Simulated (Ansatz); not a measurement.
**C$_{2}$H$_{10}$O$_{2}$Si$_{2}$ (SMILES CCO[SiH2]O[SiH3]): density, localisation and related maps**

Input file:

```
crystal:
  periodic: [false, false, false]
  atoms:
    - { symbol: C, position_ang: [-2.5285, -1.0841, 0.2226] }
    - { symbol: C, position_ang: [-1.5126, -0.1376, -0.3921] }
    - { symbol: O, position_ang: [-0.7338, 0.4227, 0.6583] }
    - { symbol: Si, position_ang: [0.472, 1.4956, 0.2653] }
    - { symbol: O, position_ang: [1.7017, 0.7176, -0.5119] }
    - { symbol: Si, position_ang: [2.9563, -0.29, -0.1395] }
    - { symbol: H, position_ang: [-3.1534, -1.5405, -0.5502] }
    - { symbol: H, position_ang: [-3.1731, -0.5516, 0.9298] }
    - { symbol: H, position_ang: [-2.0251, -1.8777, 0.7846] }
    - { symbol: H, position_ang: [-2.0406, 0.6518, -0.9413] }
    - { symbol: H, position_ang: [-0.8755, -0.6967, -1.0889] }
    - { symbol: H, position_ang: [-0.0868, 2.5356, -0.6293] }
    - { symbol: H, position_ang: [0.9844, 2.1374, 1.4972] }
    - { symbol: H, position_ang: [3.8416, 0.3576, 0.8588] }
    - { symbol: H, position_ang: [2.4355, -1.5674, 0.4046] }
    - { symbol: H, position_ang: [3.7378, -0.5728, -1.368] }
basis:
  gaussian:
    orbitals: "6-31G*"
hamiltonian:
  xc: b3lyp
output:
  orbitals: {}
  forces: true
```

Not at a stationary point (largest force 0.6 eV/Å).

All numbers below come from SCF B3LYP, Gaussian basis in Ansatz 0.2.0.

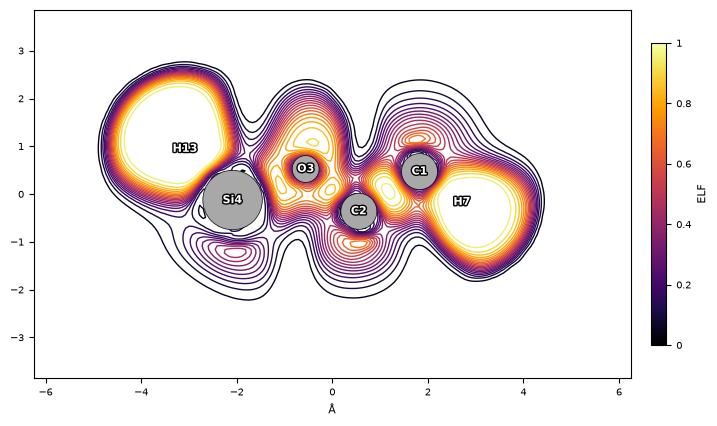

Figure 1. ELF on the plane of atoms C2, C1 and H7. Grey discs cover the atomic cores.

Q: Describe what can be read from this map.

A: The plane passes through C, O, Si and H nuclei. C–O (1.42 Å): the ELF peaks at about 0.85 between the atoms; a polar covalent bond. C–C (1.52 Å): the ELF peaks at about 0.95 between the atoms, as expected for a covalent bond. Si–O (1.66 Å): the ELF peaks at about 0.85 between the atoms, as expected for a polar covalent bond. C–H (1.09 Å): the ELF climbs to about 1 towards the hydrogen, as it does in any bond to H: an ordinary covalent bond to hydrogen. Si–H (1.48 Å): the ELF climbs to about 1 towards the hydrogen. The ELF also peaks beside O3, away from the bonds: lone-pair regions.

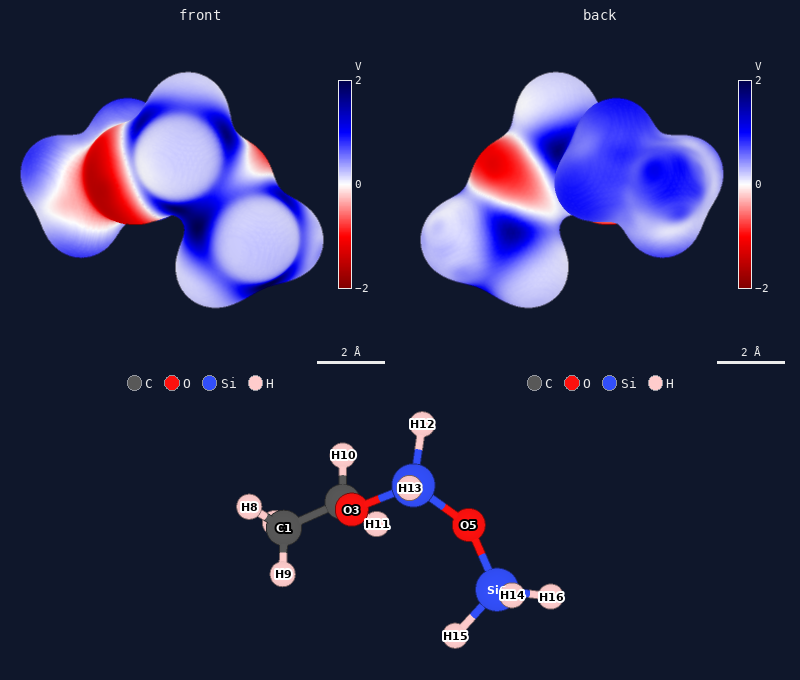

Figure 2. The molecular electrostatic potential painted on the density surface at 0.004 e/bohr³, seen from the front and from behind; red is negative and blue positive. The bare structure is drawn below in the same view.

Q: Where is the surface potential most negative and most positive?

A: The most negative region (about −1.5 V, or −35 kcal/mol for a unit charge) lies over O3, the most positive (about +1.9 V, or +44 kcal/mol for a unit charge) over Si4 and Si6. O3 is the likeliest acceptor of a hydrogen bond.

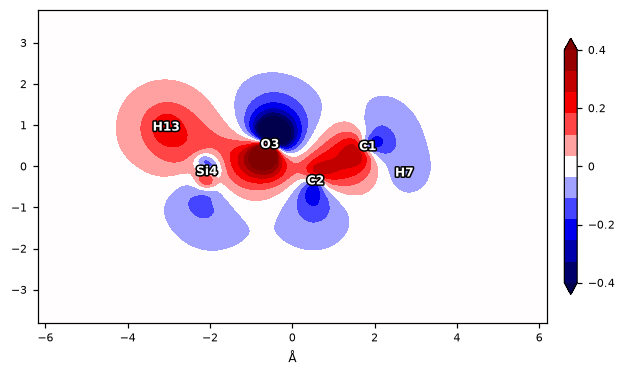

Figure 3. The HOMO−1 on the plane of atoms C2, C1 and H7 (values in Å⁻³ᐟ²; the overall sign is arbitrary).

Q: Describe this orbital and give its energy.

A: It lies mainly on O3 (about 30 %), O5 (about 15 %), Si4 (about 10 %) and H12 (about 10 %). Its energy is −8.22 eV.
